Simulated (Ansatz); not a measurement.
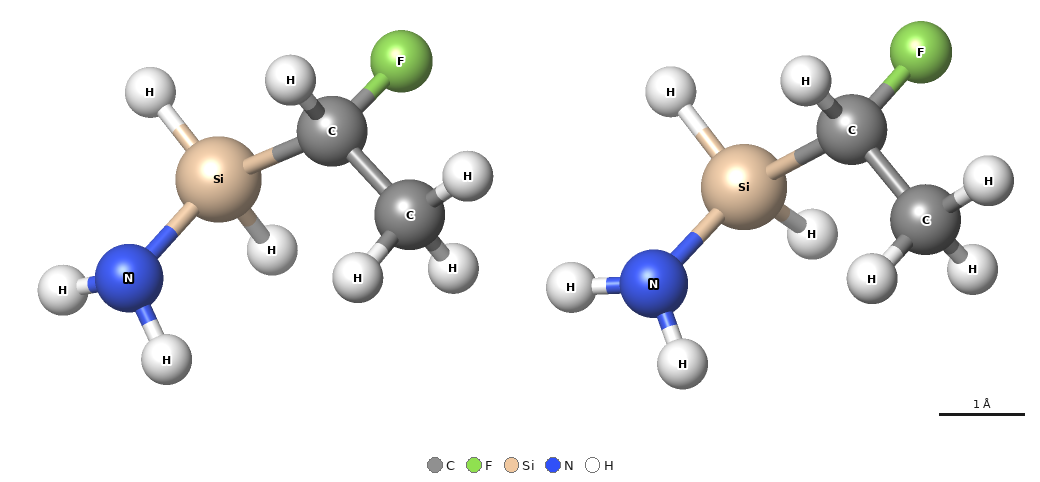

Two geometries of C2H8FNSi (coarse preliminary run), drawn at one scale. One is the start of a relaxation, the other its converged end. The picture is a ball-and-stick view, seen at a tilt.

Method: RKS PBE-D4/def2-SVP in Ansatz 0.2.0. (force threshold 0.03 eV/Å; at most 200 steps)

> Which of the two is the end point?

The right one is the relaxed one. The start comes from a force field. After 7 accepted moves (9 points after the start) the energy has fallen by 0.656 eV. Largest force component: 3 eV/Å at the start, 0.011 eV/Å at the end. The line search rejected the trial steps at points 3, 5 of the run. An H atom moves most after the best rigid fit: 0.34 Å. By element the largest moves are H 0.34 Å, Si 0.14 Å, F 0.11 Å, N 0.09 Å, C 0.08 Å. Among the contacts that change: H–Si 1.403 → 1.503 Å, C–H 1.045 → 1.110 Å, C–F 1.355 → 1.412 Å, C–Si 1.874 → 1.917 Å. Among the angles between lasting bonds that change: N–Si–H 100.4° → 115.6°, Si–N–H 108.7° → 117.6°, C–C–Si 120.6° → 114.5°.
